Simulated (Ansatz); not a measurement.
CH₈BPSSi (SMILES PBC[SiH2]S)

The calculation's input:

```
crystal:
  periodic: [false, false, false]
  atoms:
    - { symbol: P, position_ang: [-2.3089, 0.8668, 0.5639] }
    - { symbol: B, position_ang: [-1.0242, -0.4824, 0.5208] }
    - { symbol: C, position_ang: [0.405, -0.2015, 1.0733] }
    - { symbol: Si, position_ang: [1.7735, -0.3742, -0.2838] }
    - { symbol: S, position_ang: [1.4052, 1.1305, -1.784] }
    - { symbol: H, position_ang: [-1.62002, 1.72358, 1.54662] }
    - { symbol: H, position_ang: [-3.13888, 0.22975, 1.56706] }
    - { symbol: H, position_ang: [-1.2434, -1.5158, 0.0474] }
    - { symbol: H, position_ang: [0.5018, 0.8412, 1.5444] }
    - { symbol: H, position_ang: [0.6637, -0.9326, 1.9145] }
    - { symbol: H, position_ang: [1.5642, -1.7125, -0.8786] }
    - { symbol: H, position_ang: [3.0658, -0.2341, 0.3077] }
    - { symbol: H, position_ang: [0.1114, 0.6283, -2.1667] }
basis:
  gaussian: { orbitals: def2-SVP }
hamiltonian:
  xc: blyp
relax:
  f_tol: 0.015
  max_steps: 40
output:
  orbitals: {}
```

Run with:

```sh
ansatz run input.yaml --threads 2 --pin off --max-ram 3072MiB --backend cpu --events-out ev --progress --plain --runs-dir out
```

The fields are those of the relaxed geometry.

These are results of RKS BLYP/def2-SVP in Ansatz 0.2.0, not measurements.

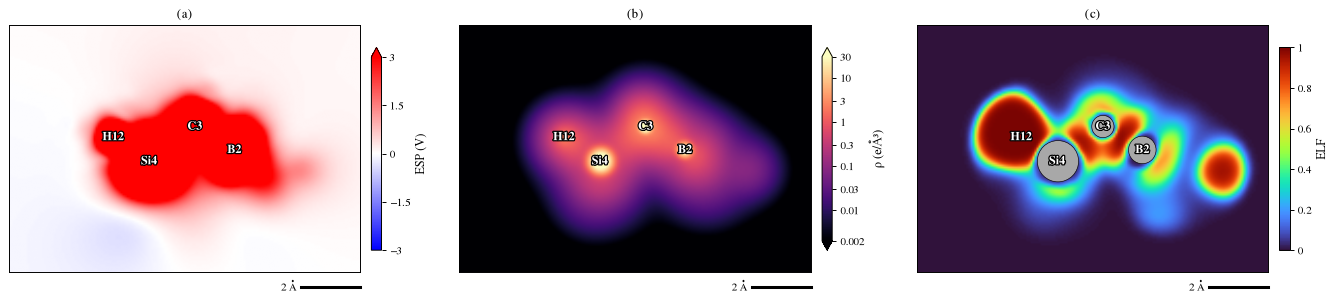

Figure 1. (a) electrostatic potential; (b) total electron density; (c) electron localisation function on the plane of atoms C3, Si4 and H12. Grey discs cover the atomic cores in the ELF map.

Interpret the plot.

Answer.
- The section cuts through B, C, Si and H sites.
- C–B (1.56 Å): ρ is about 1.4 e/Å³ halfway; the ELF peaks at about 1 between the atoms; localised, covalent bonding.
- C–Si (1.92 Å): ρ at the midpoint is about 0.84 e/Å³; the ELF peaks at about 0.95 between the atoms (a covalent bond).
- Outside the dense part of the molecule the potential is most negative (−0.4 V) near S5, which lies off the plane.

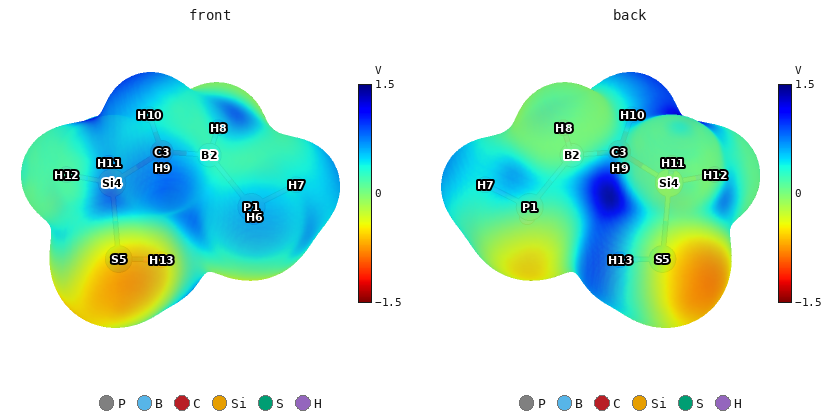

Figure 2. The molecular electrostatic potential painted on the density surface at 0.002 e/bohr³, seen from the front and from behind; red is negative and blue positive.

Describe the electrostatic potential map.

Answer. The most negative region (about −0.8 V) lies over S5, the most positive (about +1.3 V) over B2 and Si4.

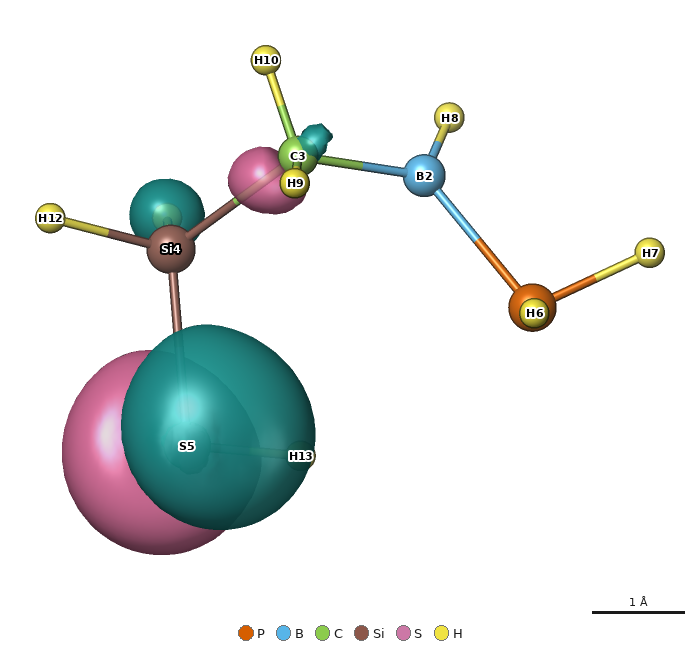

Figure 3. One frontier orbital at ±0.15 Å⁻³ᐟ² (teal and pink are the two phases), seen at a tilt.

Which orbital is it: HOMO or LUMO?

Answer. The HOMO, at −5.79 eV. By Hirshfeld shares it lies mainly on S5 (about 80 %); largely a lone pair of S5.

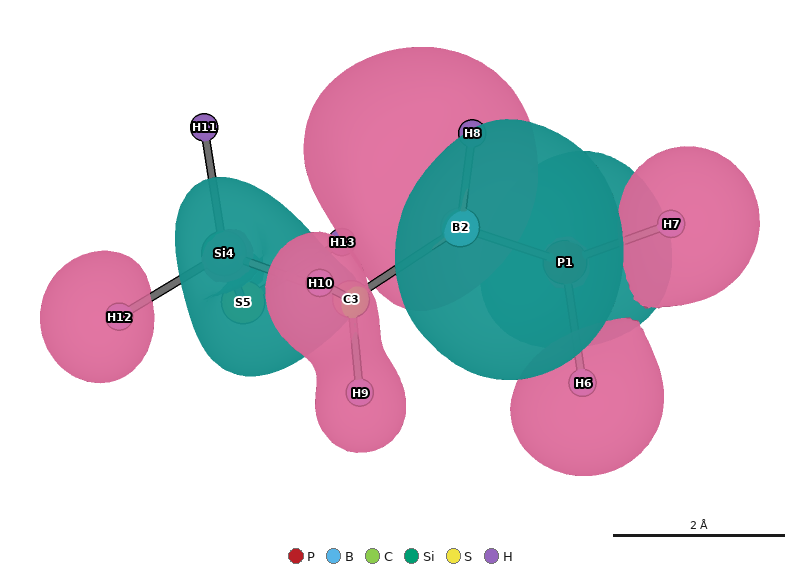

Figure 4. The LUMO at ±0.06 Å⁻³ᐟ² (teal and pink are the two phases), seen from one side.

Describe this orbital and give its energy.

Answer. It lies mainly on B2 (about 45 %), P1 (about 20 %), C3 (about 10 %) and Si4 (about 10 %). Its energy is −2.16 eV.
